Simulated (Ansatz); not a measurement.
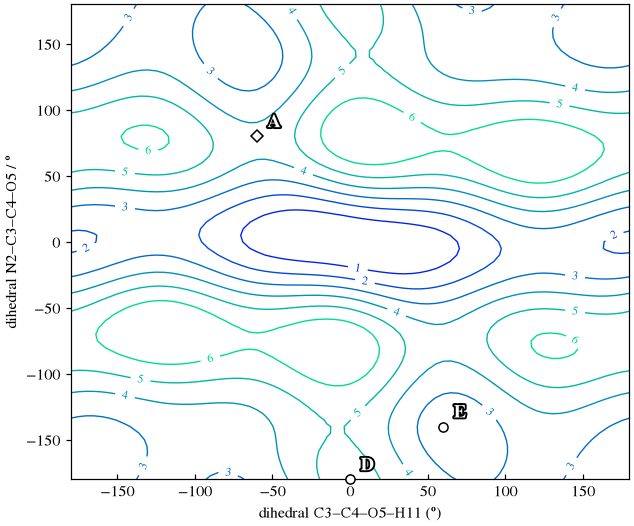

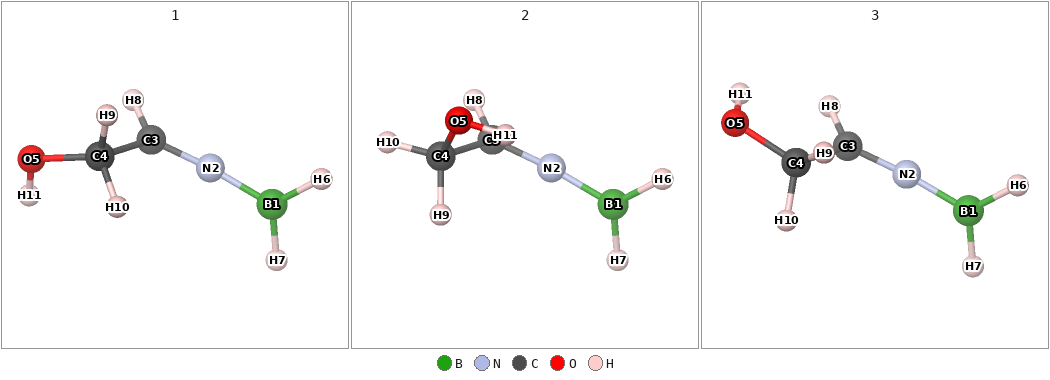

C₂H₆BNO, SMILES BN=CCO. 
- The first coordinate is: dihedral C3–C4–O5–H11; the second: dihedral N2–C3–C4–O5.
- Nothing is relaxed (all other coordinates rigid).
- The scan uses an 18 × 18 grid.
- Energies: kcal/mol, counted from the lowest grid point.
- The calculation used RKS PBE0-D4/def2-SVP in Ansatz.

The picture shows contour lines labelled in kcal/mol, lettered points. Between grid points the surface is interpolated. The numbered pictures are the structures at these points, in random order.

Q: Which structure belongs to which point?

A: A is structure 2: dihedral C3–C4–O5–H11 = −60°, dihedral N2–C3–C4–O5 = 80°, 4.24 kcal/mol; D is structure 3: dihedral C3–C4–O5–H11 = 0°, dihedral N2–C3–C4–O5 = −180°, 5.43 kcal/mol; E is structure 1: dihedral C3–C4–O5–H11 = 60°, dihedral N2–C3–C4–O5 = −140°, 2.44 kcal/mol.
